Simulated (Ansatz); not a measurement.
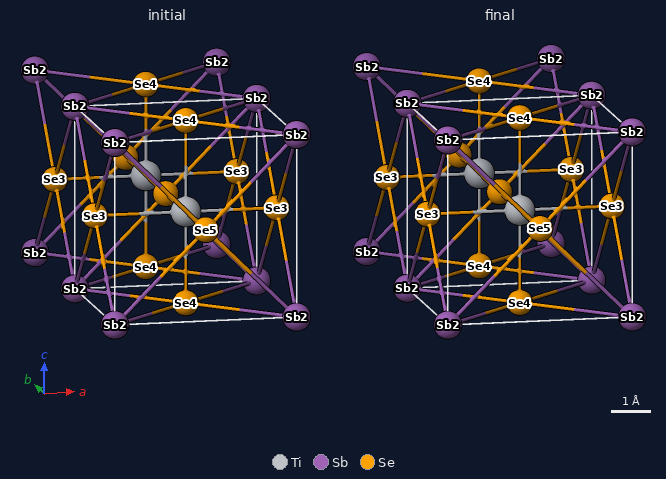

The structure of a crystal of TiSbSe3 (a generated structure, set up in Pm-3m) before (left) and after (right) a relaxation, at one scale.

A ball-and-stick model of the cell of the calculation, repeated 1 × 2 × 1 with one cell outlined, seen slightly off an axis.

Computed with Ansatz 0.2.0, DFT PBE, scalar-relativistic, plane waves, PAW. Settings: plane-wave cutoff 420 eV; k-point mesh 8 × 8 × 8; occupations gaussian; smearing width 0.1 eV; collinear spin; cell and atoms relaxed; force threshold 0.01 eV/Å; at most 80 steps.

**Summarise the run.**

No atom moves by more than 0.005 Å relative to the cell. The volume changes by +4.2 %, with a = b = c 4.890 → 4.958 Å (+1.4 %). Near-neighbour distances that change, for instance: Sb–Se 3.458 → 3.506 Å, Se–Ti 2.445 → 2.479 Å. The space group stays Pm-3m (No. 221). After 2 accepted moves (3 points after the start) the energy has fallen by 9.0 meV per atom. All forces vanish by symmetry, so only the cell relaxes. The pressure goes from 3.03 to −0.02 GPa. At 1 point the geometry stayed and the basis and grid were re-selected for the new cell (energy shift of 0.1 meV per atom at most each time). The program noted that the starting moments weren't kept.
